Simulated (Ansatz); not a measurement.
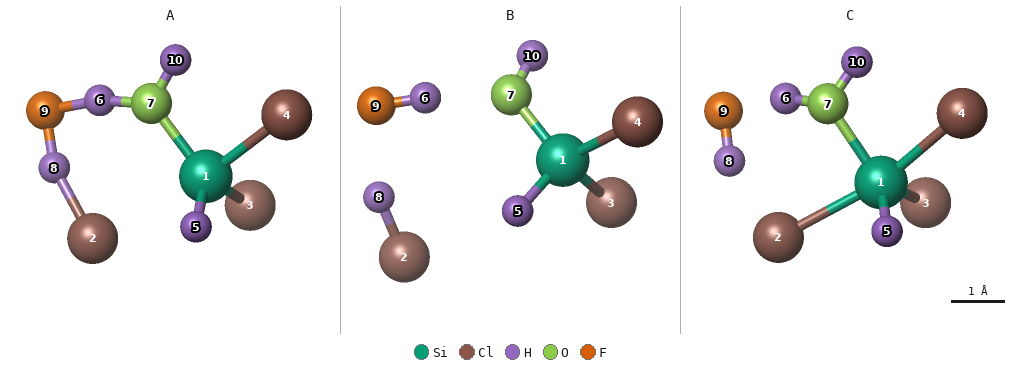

Three geometries of SiH4OCl3F: a saddle point and the two minima that it joins, in shuffled order. The picture is a ball-and-stick view, seen at a tilt. Sticks join atoms that are closer than about 1.2 times the sum of their covalent radii (a little more with hydrogen).

Stationary points at PBE0-D4/def2-TZVP, single-point energies with CCSD(T)/CBS, B97M-V, B2PLYP, wB97X-V (def2-TZVPP where no basis is named; Ansatz 0.2.0). The energies are electronic, without zero-point or thermal terms, and both ends are the minima reached downhill from the saddle, with any fragments still in contact. CCSD(T)/CBS stands for a frozen-core estimate: MP2 correlation extrapolated from def2-TZVPP and def2-QZVPP, CCSD(T) minus MP2 from the smaller set.

### Identify the saddle point and describe the reaction.

Frame A is the saddle point. Counted by bonded pieces, C holds HF + SiH₃Cl₃O and B holds HCl + HF + SiH₂Cl₂O. From C over the saddle to B, bonds form: Cl2–H8 (1.93 → 1.59 → 1.29 Å), H6–F9 (1.52 → 1.20 → 0.95 Å). Bonds break: Si1–Cl2 (2.27 → 2.57 → 3.89 Å), H6–O7 (1.01 → 1.13 → 1.64 Å), H8–F9 (0.97 → 1.10 → 1.86 Å). The saddle has one imaginary mode, 574i cm⁻¹. With CCSD(T)/CBS the barrier is 5.0 kcal/mol from C and 21.5 kcal/mol from B, and B lies 16.5 kcal/mol below C.

```csv
level,barrier from C (kcal/mol),barrier from B (kcal/mol),B less C (kcal/mol)
CCSD(T)/CBS,5.0,21.5,−16.5
B97M-V,5.0,21.2,−16.2
B2PLYP,3.3,21.8,−18.5
wB97X-V,3.7,19.8,−16.1
```

Against CCSD(T)/CBS, B97M-V comes closest on the barrier from C (0.0 kcal/mol) and B2PLYP misses most (−1.8 kcal/mol).
